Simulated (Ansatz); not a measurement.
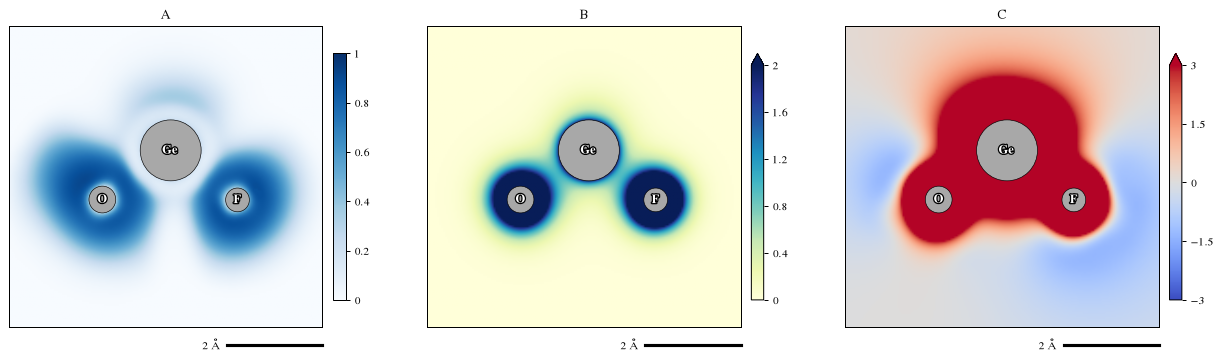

FGeH$_{3}$O: 3 fields on the plane of atoms O3, Ge1 and F6, with unlabelled colour scales. Grey discs cover the atomic cores.

All numbers below come from RKS B3LYP/def2-TZVP (Ansatz 0.2.0).

```yaml
atoms:
  - { symbol: Ge, position_ang: [-0.0121, 0.0236, 0.0005] }
  - { symbol: H, position_ang: [0.0758, -0.1282, 1.5258] }
  - { symbol: O, position_ang: [1.5799, -0.0637, -0.7721] }
  - { symbol: H, position_ang: [2.1127, -0.8131, -0.4862] }
  - { symbol: H, position_ang: [-0.6810, 1.2808, -0.5500] }
  - { symbol: F, position_ang: [-0.9420, -1.3576, -0.5392] }
```

Q: The panels show electron density, electron localisation function and electrostatic potential in some order. Assign them.

A: Panel A: electron localisation function. Panel B: electron density. Panel C: electrostatic potential (strongly positive close to the atoms, with negative regions outside electron-rich atoms). From the grid: Ge–F (1.75 Å): the density is about 0.95 e/Å³ at the midpoint; the ELF peaks at about 0.80 in the valence shell of F, 0.5 Å from its nucleus, and is about 0.25 at the midpoint. Ge–O (1.77 Å): ρ is about 1 e/Å³ halfway; the ELF peaks at about 0.85 in the valence shell of O, 0.6 Å from its nucleus, and is about 0.30 at the midpoint.
